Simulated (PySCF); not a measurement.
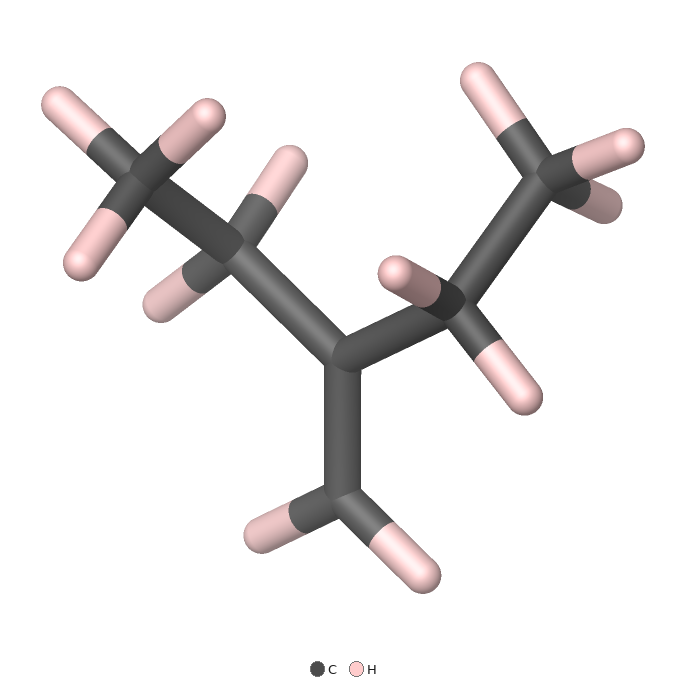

Every bond is drawn as one stick, whatever its order.

The geometry was computed by an optimisation with PBE0-D3(BJ)/def2-SVP. No frequency run is at hand to confirm it as a minimum.

Description:

Formula C₆H₁₂. Its SMILES string is `C=C(CC)CC`. It has no ring. Among its groups: alkene. The point group is C2. Coordination: 2 C trigonal planar; 4 C tetrahedral.

More results for the same structure follow; atom numbers are the same in all pictures, views and colours differ.

**Polarisability**

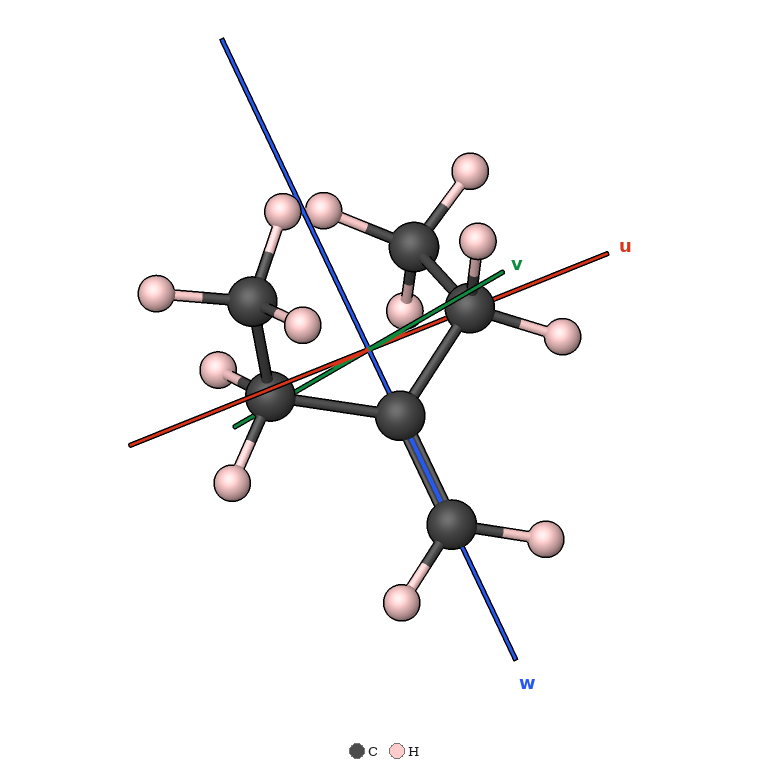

The lines u, v and w are the principal axes of the static dipole polarisability. No frequency run is at hand to confirm it as a minimum. Computed with PBE0/def2-SVPD (PySCF 2.14.0).

**Along which axis is the molecule most polarisable, and along which least?**

Most along w, least along v.

**Give the three principal values.**

u 76.5, v 63.6, w 87.0 bohr³; mean 75.7, anisotropy 20.3 bohr³.

**Charges**

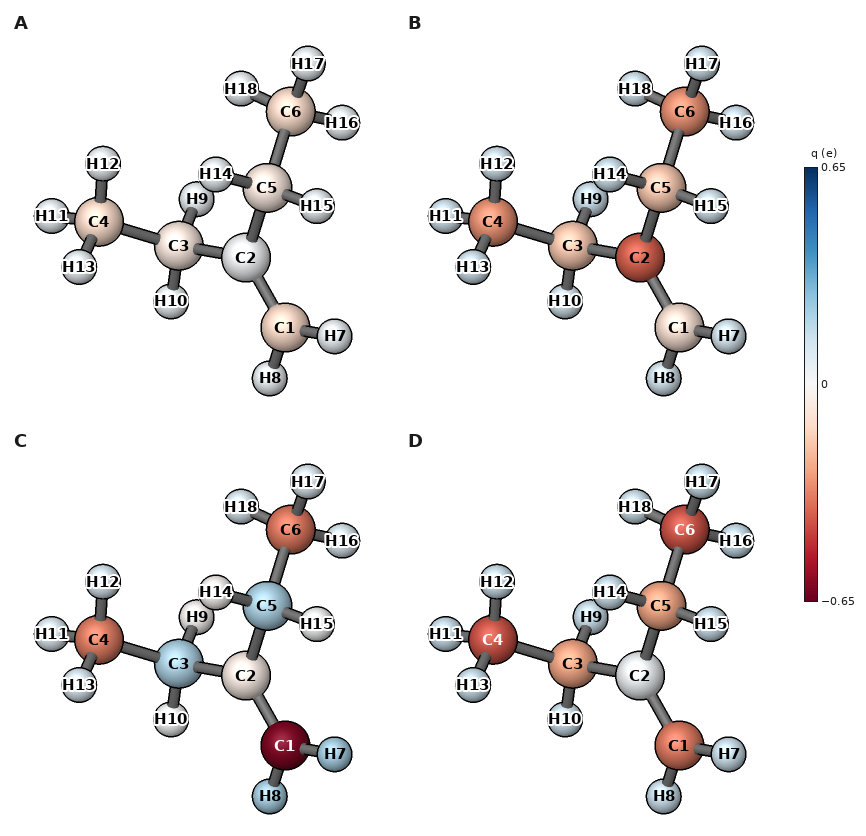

Atomic charges of one calculation by 4 schemes, on one colour scale. No frequency run is at hand to confirm it as a minimum. Level of theory: PBE0/pcSseg-1 (PySCF 2.14.0).

**The schemes are ESP-fitted, Hirshfeld, IAO, Mulliken. Which panel shows which?**

A Hirshfeld, B Mulliken, C ESP-fitted, D IAO.

List the charges (e), one line for each set of equivalent atoms.

```tsv
atom	Hirshfeld	Mulliken	ESP-fitted	IAO
C1	−0.12	−0.09	−0.61	−0.34
C2	0.02	−0.39	−0.05	0.03
C3, C5	−0.07	−0.17	0.20	−0.25
C4, C6	−0.11	−0.29	−0.33	−0.41
H7, H8	0.04	0.10	0.21	0.14
H9, H14	0.04	0.13	−0.02	0.13
H10, H15	0.04	0.11	0.01	0.13
H11, H17	0.04	0.12	0.07	0.14
H12, H18	0.04	0.12	0.09	0.13
H13, H16	0.04	0.12	0.09	0.14
```

**Excitation**

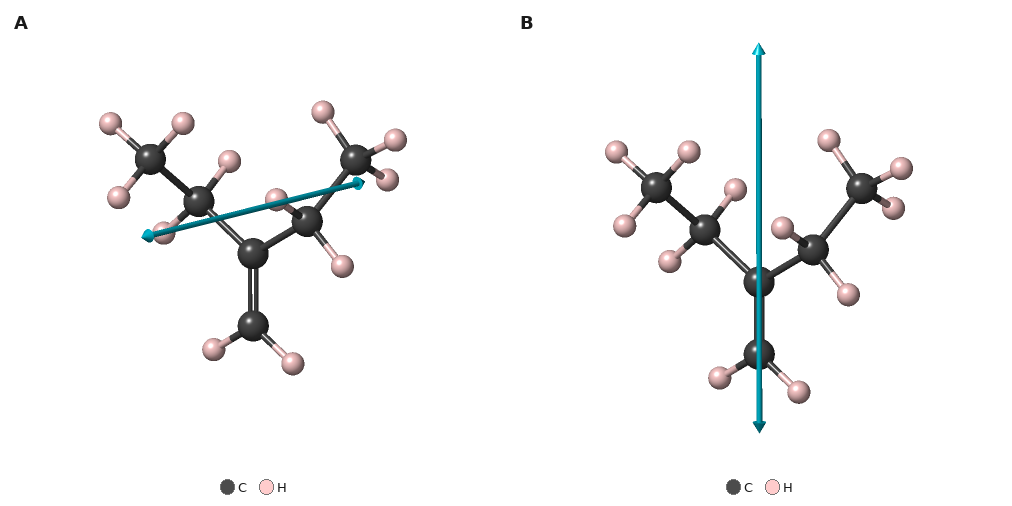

The double arrows show the directions of two transition dipoles from the ground state (lengths mean nothing). No frequency run is at hand to confirm it as a minimum. Method: TDDFT PBE0/def2-SVPD, vertical, gas phase, core orbitals frozen in the response (PySCF 2.14.0).

**One belongs to singlet state 5 and one to singlet state 8. Which is which?**

A: state 8, 8.31 eV (149 nm), oscillator strength 0.020, mainly HOMO → LUMO+5 (weight 0.91).
B: state 5, 7.67 eV (162 nm), oscillator strength 0.047, mainly HOMO → LUMO+4 (weight 0.85).

**NMR shielding**

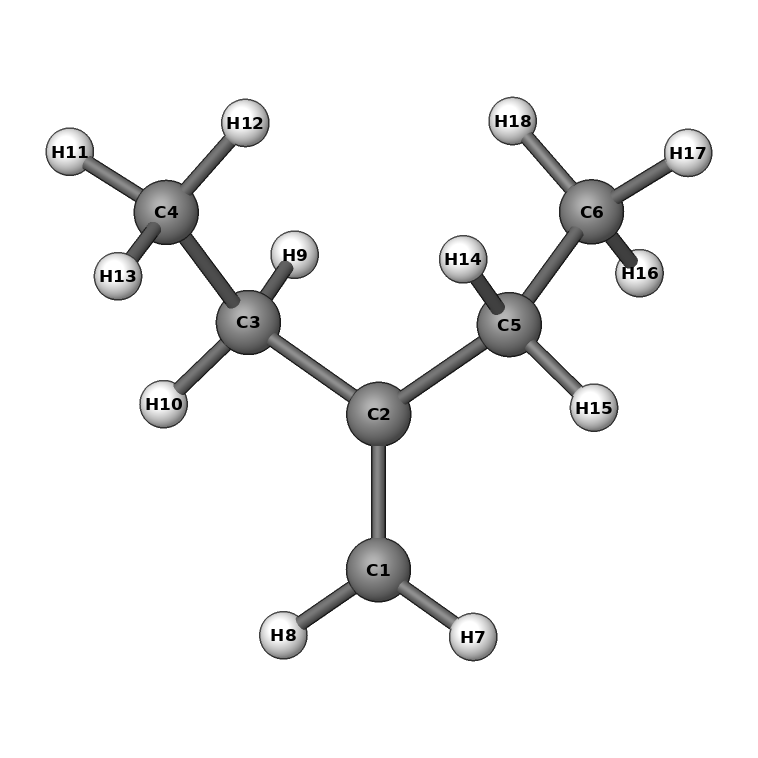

The questions are on isotropic NMR shieldings of the H atoms. No frequency run is at hand to confirm it as a minimum. Level of theory: GIAO PBE0/pcSseg-1 NMR shielding, non-relativistic, gas phase (PySCF 2.14.0).

**Which H atom is the most shielded (lowest chemical shift)?**

H13, H16 (30.58 ppm).

**Which H atom is the least shielded (highest chemical shift)?**

H7, H8 (26.26 ppm).

**How wide is the range of H shifts?**

4.32 ppm.

List the isotropic NMR shieldings of the H atoms.

| atom | σ (ppm) |
| --- | --- |
| H7 | 26.26 |
| H8 | 26.26 |
| H9 | 28.99 |
| H10 | 29.36 |
| H11 | 30.22 |
| H12 | 30.08 |
| H13 | 30.58 |
| H14 | 28.99 |
| H15 | 29.36 |
| H16 | 30.58 |
| H17 | 30.22 |
| H18 | 30.08 |

Mulliken values depend strongly on the basis set and can even reverse the polarity of a bond.
